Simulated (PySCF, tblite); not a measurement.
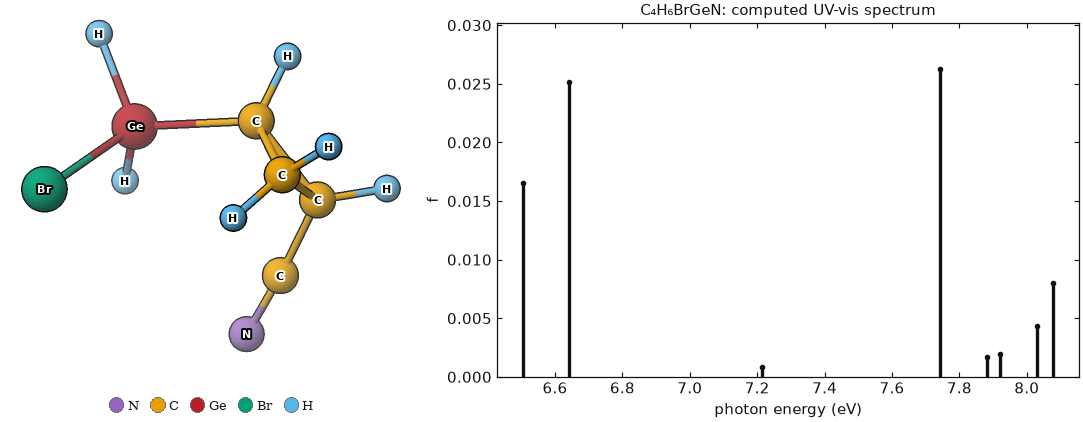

Computed absorption of C₄H₆BrGeN, SMILES N#C[C@@H]1C[C@@H]1[GeH2][Br], singlet. Vertical TDDFT excitations, ωB97X-D/def2-SVPD in PySCF 2.14.0, at a GFN2-xTB geometry (a minimum by its frequencies), gas phase. The lowest 8 singlet states are shown.

> Where is the lowest singlet, and is it bright?

S1 lies at 6.51 eV (191 nm) with f = 0.017, mainly HOMO → LUMO (93 %); it is weak.

> List the transitions behind the spectrum.

| state | E (eV) | λ (nm) | f | main character |
| --- | --- | --- | --- | --- |
| S1 | 6.51 | 191 | 0.017 | HOMO → LUMO (93 %) |
| S2 | 6.64 | 187 | 0.025 | HOMO−1 → LUMO (91 %) |
| S3 | 7.21 | 172 | 0.001 | HOMO−2 → LUMO+1 (26 %) |
| S4 | 7.74 | 160 | 0.026 | HOMO−2 → LUMO+3 (25 %) |
| S5 | 7.88 | 157 | 0.002 | HOMO−2 → LUMO (37 %) |
| S6 | 7.92 | 157 | 0.002 | HOMO → LUMO+2 (59 %) |
| S7 | 8.03 | 154 | 0.004 | HOMO−3 → LUMO+3 (30 %) |
| S8 | 8.08 | 153 | 0.008 | HOMO−1 → LUMO+1 (19 %) |

Known limits of this run: the tight-binding geometry is rougher than a DFT one and adds to the error; spin-orbit coupling is left out, and with Br it can shift these levels and split any degenerate set; one conformer of a flexible molecule; core orbitals are frozen in the response.
